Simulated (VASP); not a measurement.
**A VASP study of BiPd (rev-vdW-DF2): structure first, properties next**

How well does rev-vdW-DF2 reproduce what experiment finds for BiPd? The cell is relaxed first, and properties follow on it. The steps: full relaxation (rev-vdW-DF2), second relaxation, single point with fields (rev-vdW-DF2), bands along the symmetry lines (rev-vdW-DF2), density of states (rev-vdW-DF2) and zone-centre phonons (rev-vdW-DF2). The start is a computed cell from the Materials Project.

Main program and level: VASP 6.6.1; rev-vdW-DF2; plane waves and PAW (Bi_d, Pd).

Experimental background.

“Weak ferromagnetism in non-centrosymmetric BiPd 4K superconductor” (2015, arxiv:1510.03217) reports for BiPd, monoclinic alpha-BiPd, by powder X-ray diffraction (crushed self-flux grown crystal, 300 K): lattice constant a 5.62 ± 0.01 Å [crushed flux-grown crystal; traces of fcc Pd seen in electron diffraction]; lattice constant b (b (unique axis)) 10.66 ± 0.02 Å [crushed flux-grown crystal; traces of fcc Pd seen in electron diffraction]; lattice constant c 5.67 ± 0.01 Å [crushed flux-grown crystal; traces of fcc Pd seen in electron diffraction].

## 1. The starting structure

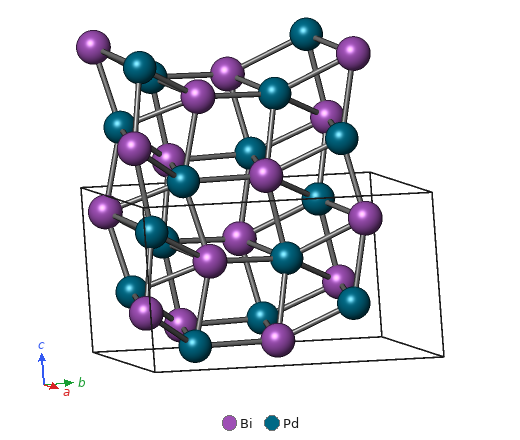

Start, viewed slightly off an axis; bismuth purple, palladium blue. 1×1×2 cells are drawn.

Coordinates:

```cif
data_structure
_symmetry_space_group_name_H-M 'P2_1'
_symmetry_Int_Tables_number 4
_cell_length_a 5.7343
_cell_length_b 10.8522
_cell_length_c 5.7502
_cell_angle_alpha 90.000
_cell_angle_beta 101.102
_cell_angle_gamma 90.000
_cell_volume 351.14
loop_
_atom_site_label
_atom_site_type_symbol
_atom_site_symmetry_multiplicity
_atom_site_Wyckoff_symbol
_atom_site_fract_x
_atom_site_fract_y
_atom_site_fract_z
_atom_site_occupancy
Bi1 Bi 2 a 0.11314 0.28720 0.15141 1
Bi2 Bi 2 a 0.64055 0.29250 0.60317 1
Bi3 Bi 2 a 0.11670 0.50904 0.65643 1
Bi4 Bi 2 a 0.64930 0.50493 0.10535 1
Pd1 Pd 2 a 0.17045 0.55927 0.17596 1
Pd2 Pd 2 a 0.59766 0.56652 0.59136 1
Pd3 Pd 2 a 0.84266 0.73535 0.33222 1
Pd4 Pd 2 a 0.40627 0.73030 0.91217 1
```

## 2. Full relaxation (rev-vdW-DF2)

The start need not lie at this functional's minimum. ISIF = 3 frees volume, shape and positions, and EDIFFG sets the threshold on forces and stress at which the search stops. rev-vdW-DF2 revises the exchange of vdW-DF2 for solids. LUSE_VDW switches on a nonlocal correlation term for dispersion.

Input file INCAR:

```
SYSTEM = BiPd
PREC = Accurate
ENCUT = 400
EDIFF = 1E-06
NELM = 100
ISMEAR = 1
SIGMA = 0.2
LREAL = .FALSE.
ALGO = Normal
GGA = MK
AGGAC = 0
LUSE_VDW = .TRUE.
PARAM1 = 0.1234
PARAM2 = 0.711357
ZAB_VDW = -1.8867
LASPH = .TRUE.
NBANDS = 124
LORBIT = 11
LWAVE = .FALSE.
LCHARG = .FALSE.
KPAR = 4
NCORE = 2
IBRION = 2
NSW = 60
ISIF = 3
EDIFFG = -0.01
```

Input file POSCAR:

```
BiPd
1.0
    5.7343090000      0.0000000000      0.0000000000
    0.0000000000     10.8522410000      0.0000000000
   -1.1072120000      0.0000000000      5.6425470000
Bi Pd
8 8
Direct
    0.1131380000      0.2872020000      0.1514080000
    0.8868620000      0.7872020000      0.8485920000
    0.6405480000      0.2924960000      0.6031730000
    0.3594520000      0.7924960000      0.3968270000
    0.1166970000      0.5090370000      0.6564280000
    0.8833030000      0.0090370000      0.3435720000
    0.6493040000      0.5049290000      0.1053480000
    0.3506960000      0.0049290000      0.8946520000
    0.1704540000      0.5592690000      0.1759610000
    0.8295460000      0.0592690000      0.8240390000
    0.5976560000      0.5665190000      0.5913620000
    0.4023440000      0.0665190000      0.4086380000
    0.8426570000      0.7353460000      0.3322250000
    0.1573430000      0.2353460000      0.6677750000
    0.4062660000      0.7303040000      0.9121690000
    0.5937340000      0.2303040000      0.0878310000
```

Input file KPOINTS:

```
Automatic mesh
0
Gamma
4 2 4
0 0 0
```

PAW data sets: Bi_d and Pd (PBE family, release 64).

Started as:

```console
$ mpirun -np 8 vasp_std
```

Log:

```text
[banner, memory and clock lines left out]
running    8 mpi-ranks, on    1 nodes
 distrk:  each k-point on    2 cores,    4 groups
 distr:  one band on    2 cores,    1 groups

 POSCAR found type information on POSCAR BiPd
 POSCAR found :  2 types and      16 ions
|                                                                             |
|               ----> ADVICE to this user running VASP <----                  |
|                                                                             |
|     You have switched on vdW-DFT.                                           |
|     This routine was written and supplied by Jiri Klimes. We recommend      |
|     that you carefully read and cite the following publications:            |
|       J. Klimes, D.R. Bowler, A. Michelides                                 |
|          J. Phys.: Cond Matt. 22 022201 (2010)                              |
|       J. Klimes, D.R. Bowler, A. Michelides                                 |
|          Phys. Rev. B. 83, 195131 (2011)                                    |
|     and references therein.                                                 |
|                                                                             |

|                                                                             |
|               ----> ADVICE to this user running VASP <----                  |
|                                                                             |
|     You enforced a specific xc type in the INCAR file but a different       |
|     [... a line on the potential file left out ...]
|     I HOPE YOU KNOW WHAT YOU ARE DOING!                                     |
|                                                                             |

 LDA part: xc-table for (Slater+PW92), standard interpolation
 POSCAR, INCAR and KPOINTS ok, starting setup
 FFT: planning ... GRIDC
 FFT: planning ... GRID_SOFT
 FFT: planning ... GRID
 WAVECAR not read
 entering main loop
       N       E                     dE             d eps       ncg     rms          rms(c)
DAV:   1     0.237605424382E+04    0.23761E+04   -0.80697E+04  4960   0.167E+03
DAV:   2     0.299952951718E+03   -0.20761E+04   -0.20165E+04  4960   0.505E+02
DAV:   3    -0.117885214685E+02   -0.31174E+03   -0.29269E+03  5260   0.199E+02
DAV:   4    -0.338212439505E+02   -0.22033E+02   -0.21208E+02  5648   0.530E+01
DAV:   5    -0.348419626915E+02   -0.10207E+01   -0.10176E+01  5736   0.110E+01    0.110E+01
DAV:   6    -0.340739223514E+02    0.76804E+00   -0.16883E+00  5528   0.519E+00    0.592E+00
DAV:   7    -0.339012775657E+02    0.17264E+00   -0.71063E-01  6352   0.354E+00    0.158E+00
DAV:   8    -0.338827530480E+02    0.18525E-01   -0.19968E-01  5544   0.188E+00    0.743E-01
DAV:   9    -0.338786318211E+02    0.41212E-02   -0.31423E-02  5488   0.938E-01    0.243E-01
DAV:  10    -0.338782423224E+02    0.38950E-03   -0.36532E-03  5344   0.391E-01    0.123E-01
DAV:  11    -0.338781256555E+02    0.11667E-03   -0.76301E-04  6240   0.151E-01    0.460E-02
DAV:  12    -0.338781656580E+02   -0.40003E-04   -0.22157E-04  5884   0.584E-02    0.142E-02
DAV:  13    -0.338781588382E+02    0.68198E-05   -0.30516E-05  5528   0.272E-02    0.664E-03
DAV:  14    -0.338781569580E+02    0.18802E-05   -0.68702E-06  5076   0.143E-02    0.401E-03
DAV:  15    -0.338781562164E+02    0.74163E-06   -0.10739E-06  2728   0.632E-03
   1 F= -.33878156E+02 E0= -.33872989E+02  d E =-.338782E+02
 curvature:   0.00 expect dE= 0.000E+00 dE for cont linesearch  0.000E+00
 trial: gam= 0.00000 g(F)=  0.297E-02 g(S)=  0.243E+00 ort = 0.000E+00 (trialstep = 0.100E+01)
 search vector abs. value=  0.246E+00
 bond charge predicted
       N       E                     dE             d eps       ncg     rms          rms(c)
DAV:   1    -0.399801827891E+02   -0.61020E+01   -0.12761E+02  5680   0.618E+01    0.157E+01
DAV:   2    -0.350683902362E+02    0.49118E+01   -0.21627E+01  5248   0.231E+01    0.628E+00
DAV:   3    -0.340033794628E+02    0.10650E+01   -0.26822E+00  5400   0.960E+00    0.221E+00
DAV:   4    -0.338787679582E+02    0.12461E+00   -0.91505E-01  6644   0.454E+00    0.564E-01
DAV:   5    -0.338768584343E+02    0.19095E-02   -0.53626E-02  6280   0.119E+00    0.361E-01
DAV:   6    -0.338783270540E+02   -0.14686E-02   -0.14028E-02  5796   0.476E-01    0.146E-01
DAV:   7    -0.338787179481E+02   -0.39089E-03   -0.16092E-03  5712   0.232E-01    0.789E-02
DAV:   8    -0.338788495327E+02   -0.13158E-03   -0.53789E-04  5296   0.120E-01    0.374E-02
DAV:   9    -0.338788404494E+02    0.90832E-05   -0.88115E-05  5260   0.538E-02    0.995E-03
DAV:  10    -0.338788407950E+02   -0.34561E-06   -0.16461E-05  5328   0.159E-02    0.383E-03
DAV:  11    -0.338788408471E+02   -0.52038E-07   -0.17433E-06  2940   0.722E-03
   2 F= -.33878841E+02 E0= -.33873828E+02  d E =-.684631E-03
[... from here on, the cycles between the ionic steps are left out ...]
   3 F= -.33941579E+02 E0= -.33936535E+02  d E =-.634224E-01
   4 F= -.33941563E+02 E0= -.33936523E+02  d E =-.634069E-01
   5 F= -.33946076E+02 E0= -.33941563E+02  d E =-.451306E-02
   6 F= -.33951634E+02 E0= -.33948774E+02  d E =-.100713E-01
   7 F= -.33953175E+02 E0= -.33950073E+02  d E =-.154054E-02
   8 F= -.33953267E+02 E0= -.33950077E+02  d E =-.163294E-02
   9 F= -.33954250E+02 E0= -.33950816E+02  d E =-.982926E-03
  10 F= -.33954856E+02 E0= -.33950903E+02  d E =-.158909E-02
  11 F= -.33954897E+02 E0= -.33951034E+02  d E =-.162967E-02
  12 F= -.33955153E+02 E0= -.33951195E+02  d E =-.255963E-03
  13 F= -.33955758E+02 E0= -.33951510E+02  d E =-.861022E-03
  14 F= -.33956251E+02 E0= -.33951416E+02  d E =-.135407E-02
  15 F= -.33956634E+02 E0= -.33951744E+02  d E =-.383101E-03
  16 F= -.33956763E+02 E0= -.33951800E+02  d E =-.511935E-03
  17 F= -.33957025E+02 E0= -.33952064E+02  d E =-.261844E-03
  18 F= -.33957508E+02 E0= -.33952553E+02  d E =-.744846E-03
  19 F= -.33957124E+02 E0= -.33952193E+02  d E =-.360820E-03
  20 F= -.33957587E+02 E0= -.33952639E+02  d E =-.823963E-03
  21 F= -.33957660E+02 E0= -.33952679E+02  d E =-.728546E-04
 ZBRENT: can't locate minimum, use default step
 trial-energy change:   -0.000073  1 .order   -0.000073   -0.000082   -0.000063
 step:   2.3083(harm=  2.4328)  dis= 0.00130  next Energy=   -33.957761 (dE=-0.174E-03)
 bond charge predicted
       N       E                     dE             d eps       ncg     rms          rms(c)
DAV:   1    -0.339590551000E+02   -0.13951E-02   -0.11224E-01  6000   0.111E+00    0.210E-01
DAV:   2    -0.339581608495E+02    0.89425E-03   -0.52050E-03  5616   0.418E-01    0.110E-01
DAV:   3    -0.339578712646E+02    0.28958E-03   -0.88416E-04  5812   0.153E-01    0.570E-02
DAV:   4    -0.339577573913E+02    0.11387E-03   -0.29205E-04  5672   0.864E-02    0.141E-02
DAV:   5    -0.339577610908E+02   -0.36995E-05   -0.98614E-05  5752   0.516E-02    0.855E-03
DAV:   6    -0.339577604159E+02    0.67492E-06   -0.51268E-06  4488   0.130E-02
  22 F= -.33957760E+02 E0= -.33952682E+02  d E =-.173507E-03
 curvature:  -1.21 expect dE=-0.591E-04 dE for cont linesearch -0.957E-06
 trial: gam= 0.26687 g(F)=  0.274E-04 g(S)=  0.214E-04 ort = 0.106E-04 (trialstep = 0.923E+00)
 search vector abs. value=  0.646E-04
 reached required accuracy - stopping structural energy minimisation
```

Run time: 42 min. Hardware: 8 MPI ranks of AMD EPYC 7R43, shared host; peak memory 5.3 GiB; 4.5 h of CPU time.

Lines that name or quote the potential files are left out of all logs, and their timing lines are given in words.

OUTCAR, selected parts (step 2):

```text
ion  position               nearest neighbor table
   1  0.113  0.287  0.151-  14 2.90  16 2.92   9 2.97  14 2.98  16 2.99  12 3.12  10 3.34   7 3.53
                             6 3.55   3 3.59   5 3.73   3 3.74   8 3.77   5 3.77
   2  0.887  0.787  0.849-  13 2.90  15 2.92  10 2.97  13 2.98  15 2.99  11 3.12   9 3.34   8 3.53
                             5 3.55   4 3.59   6 3.73   4 3.74   7 3.77   6 3.77
   3  0.641  0.292  0.603-  12 2.92  16 2.93  14 2.93  10 2.94  14 2.98  11 2.98  16 3.00   5 3.57
                             1 3.59   7 3.68   7 3.69   1 3.74   6 3.80   5 3.87
   4  0.359  0.792  0.397-  11 2.92  15 2.93  13 2.93   9 2.94  13 2.98  12 2.98  15 3.00   6 3.57
                             2 3.59   8 3.68   8 3.69   2 3.74   5 3.80   6 3.87
   5  0.117  0.509  0.656-   9 2.89  11 2.92  14 2.98  11 2.99   9 2.99  15 3.12  13 3.29   2 3.55
                             3 3.57   7 3.60   1 3.73   7 3.74   1 3.77   4 3.80   3 3.87
   6  0.883  0.009  0.344-  10 2.89  12 2.92  13 2.98  12 2.99  10 2.99  16 3.12  14 3.29   1 3.55
                             4 3.57   8 3.60   2 3.73   8 3.74   2 3.77   3 3.80   4 3.87
   7  0.649  0.505  0.105-   9 2.91  15 2.93  13 2.94  11 2.94  11 2.99   9 3.00  16 3.00   1 3.53
                             5 3.60   3 3.68   3 3.69   5 3.74   2 3.77
   8  0.351  0.005  0.895-  10 2.91  16 2.93  14 2.94  12 2.94  12 2.99  10 3.00  15 3.00   2 3.53
                             6 3.60   4 3.68   4 3.69   6 3.74   1 3.77
   9  0.170  0.559  0.176-   5 2.89  15 2.89   7 2.91  13 2.94   4 2.94   1 2.97   5 2.99   7 3.00
                            11 3.08   2 3.34
  10  0.830  0.059  0.824-   6 2.89  16 2.89   8 2.91  14 2.94   3 2.94   2 2.97   6 2.99   8 3.00
                            12 3.08   1 3.34
  11  0.598  0.567  0.591-  13 2.89   5 2.92   4 2.92  15 2.92   7 2.94   3 2.98   7 2.99   5 2.99
                             9 3.08   2 3.12
  12  0.402  0.067  0.409-  14 2.89   6 2.92   3 2.92  16 2.92   8 2.94   4 2.98   8 2.99   6 2.99
                            10 3.08   1 3.12
  13  0.843  0.735  0.332-  11 2.89   2 2.90   4 2.93   7 2.94   9 2.94   6 2.98   4 2.98   2 2.98
                            15 3.13   5 3.29
  14  0.157  0.235  0.668-  12 2.89   1 2.90   3 2.93   8 2.94  10 2.94   5 2.98   3 2.98   1 2.98
                            16 3.13   6 3.29
  15  0.406  0.730  0.912-   9 2.89   2 2.92  11 2.92   7 2.93   4 2.93   2 2.99   8 3.00   4 3.00
                             5 3.12  13 3.13
  16  0.594  0.230  0.088-  10 2.89   1 2.92  12 2.92   8 2.93   3 2.93   1 2.99   7 3.00   3 3.00
                             6 3.12  14 3.13

  LATTYP: Found a simple monoclinic cell.
 ALAT       =     5.7343090000
 B/A-ratio  =     1.8925106757
 C/A-ratio  =     1.0027629505
 COS(beta)  =    -0.1925534981

 Subroutine GETGRP returns: Found  2 space group operations
 (whereof  1 operations were pure point group operations)

The static configuration has the point symmetry C_1 .
 The point group associated with its full space group is C_2 .

 Found     20 irreducible k-points:

   k-points           NKPTS =     20   k-points in BZ     NKDIM =     20   number of bands    NBANDS=    124

   dimension x,y,z NGX =    40 NGY =   72 NGZ =   40
   dimension x,y,z NGXF=    80 NGYF=  144 NGZF=   80

   ENCUT  =  400.0 eV  29.40 Ry    5.42 a.u.   9.35 17.70  9.38*2*pi/ulx,y,z

   NELECT =     200.0000    total number of electrons

 k-points in reciprocal lattice and weights: Automatic mesh
   0.00000000  0.00000000  0.00000000       0.031
   0.25000000  0.00000000  0.00000000       0.062
   0.50000000  0.00000000  0.00000000       0.031
   0.00000000  0.50000000  0.00000000       0.031
   0.25000000  0.50000000  0.00000000       0.062
   0.50000000  0.50000000  0.00000000       0.031
   0.00000000  0.00000000  0.25000000       0.062
   0.25000000  0.00000000  0.25000000       0.062
   0.50000000  0.00000000  0.25000000       0.062
[...]
0.25000000  0.50000000  0.50000000       0.062
   0.50000000  0.50000000  0.50000000       0.031

 average (electrostatic) potential at core
       1-101.5871       2-101.5871       3-101.5590       4-101.5590       5-101.5863
       6-101.5863       7-101.5592       8-101.5592       9 -71.0583      10 -71.0583
      11 -71.1044      12 -71.1044      13 -71.0592      14 -71.0592      15 -71.1024
      16 -71.1024

 E-fermi :   9.3778

 k-point     1 :       0.0000    0.0000    0.0000
  band No.  band energies     occupation
    ...
     96       7.8834      2.00000
     97       7.9424      2.00000
     98       8.0694      2.00000
     99       8.1078      2.00000
    100       8.7094      2.00002
    101       9.6132     -0.07016
    102       9.7813     -0.01511
    103       9.8354     -0.00566
    104      10.1655     -0.00000
    105      10.2071     -0.00000
    ...

 k-point     2 :       0.2500    0.0000    0.0000
  band No.  band energies     occupation
    ...
     97       8.1793      2.00000
     98       8.4845      2.00000
     99       8.5590      2.00000
    100       8.7631      2.00012
    101       9.2712      1.77562
    102       9.5451      0.00233
    103       9.6548     -0.06463
    104       9.9621     -0.00029
    105      10.4876     -0.00000
    106      10.6050     -0.00000
    ...

 k-point     3 :       0.5000    0.0000    0.0000
  band No.  band energies     occupation
    ...
     98       8.3795      2.00000
     99       8.6218      2.00000
    100       8.7404      2.00006
    101       9.0925      2.06151
    102       9.2330      1.93590
    103       9.5558     -0.01928
    104       9.8869     -0.00189
    105       9.8893     -0.00178
    106      10.5685     -0.00000
    107      11.0735     -0.00000
    ...

Total vdW correction in eV:     33.1911931

  Total       -0.0370562     -0.0544357     -0.0482267      0.0000000      0.0000000      0.0147440
  in kB       -0.1733878     -0.2547075     -0.2256551      0.0000000      0.0000000      0.0689881
  external PRESSURE =      -0.2179168 kB  Pullay stress =       0.0000000 kB

  energy-cutoff  :      400.00
  volume of cell :      342.41
      direct lattice vectors                 reciprocal lattice vectors
     5.697381706  0.000000000  0.003238548     0.175499664  0.000000000  0.034405976
     0.000000000 10.740227968  0.000000000     0.000000000  0.093107893  0.000000000
    -1.096915433  0.000000000  5.595199208    -0.000101581  0.000000000  0.178704732

 POSITION                                       TOTAL-FORCE (eV/Angst)
 -----------------------------------------------------------------------------------
      0.47732      3.09401      0.87804         0.002918      0.003420      0.001236
      4.12315      8.46412      4.72039        -0.002918      0.003420     -0.001236
      3.01907      3.15552      3.35267         0.001738     -0.004814      0.006399
      1.58140      8.52564      2.24577        -0.001738     -0.004814     -0.006399
     -0.06996      5.45693      3.68024         0.001808     -0.001899     -0.001526
      4.67043      0.08681      1.91820        -0.001808     -0.001899      0.001526
      3.57473      5.39927      0.55691        -0.003708      0.002069      0.005897
      1.02574      0.02916      5.04153         0.003708      0.002069     -0.005897
      0.76169      6.02621      0.98002        -0.003827      0.000361     -0.003024
      3.83878      0.65609      4.61842         0.003827      0.000361      0.003024
      2.73076      6.08319      3.28068         0.005698      0.000541      0.003734
      1.86970      0.71308      2.31775        -0.005698      0.000541     -0.003734
      4.39608      7.89339      1.82822        -0.001458      0.001712     -0.002349
      0.20439      2.52327      3.77022         0.001458      0.001712      0.002349
      1.32196      7.84044      5.11790        -0.005095     -0.001389     -0.004875
      3.27850      2.47032      0.48054         0.005095     -0.001389      0.004875
 -----------------------------------------------------------------------------------
    total drift:                                0.000000     -0.000445      0.000001

  FREE ENERGIE OF THE ION-ELECTRON SYSTEM (eV)
  ---------------------------------------------------
  free  energy   TOTEN  =       -33.9577604159 eV

  energy  without entropy=      -33.9425240628  energy(sigma->0) =      -33.95268163

Total vdW correction in eV:     33.1911486

 reached required accuracy - stopping structural energy minimisation

 total charge
# of ion       s       p       d       tot
------------------------------------------
    1        1.531   1.284   9.945  12.760
    2        1.531   1.284   9.945  12.760
    3        1.520   1.312   9.952  12.784
    4        1.520   1.312   9.952  12.784
    5        1.531   1.284   9.945  12.760
    6        1.531   1.284   9.945  12.760
    7        1.520   1.312   9.952  12.784
    8        1.520   1.312   9.952  12.784
    9        0.419   0.370   8.637   9.426
   10        0.419   0.370   8.637   9.426
   11        0.421   0.379   8.639   9.439
   12        0.421   0.379   8.639   9.439
   13        0.419   0.370   8.637   9.426
   14        0.419   0.370   8.637   9.426
   15        0.421   0.378   8.639   9.438
   16        0.421   0.378   8.639   9.438
--------------------------------------------------
tot         15.562  13.380 148.692 177.634

[... 3 further parts left out ...]
```

The k-mesh is coarse for a metal. The PAW data sets were made with PBE, which is usual practice but a small mismatch for other functionals. The run keeps the 2 symmetry operations of its start, so it cannot find a distortion of lower symmetry.

[end of part 1 of 4]

[Lines on the potential files, build, host, timing and source positions are cut from VASP's logs without a mark.]

[Logs are printed without paths, hosts, clocks, repeated set-up lines and the standing remarks that a program may print on its own settings, such as how far it seeks lower states.]

[Hosts, paths, dates, database ids (printed as entryN), source tags and the programs' standing remarks are cut or masked in the printed files.]

[A measured line is paired with the nearest computed mode of its activity, which favours agreement.]

[In band tables of VASP the shares of atoms and orbitals are scaled to a sum of 1 inside the atoms' spheres.]
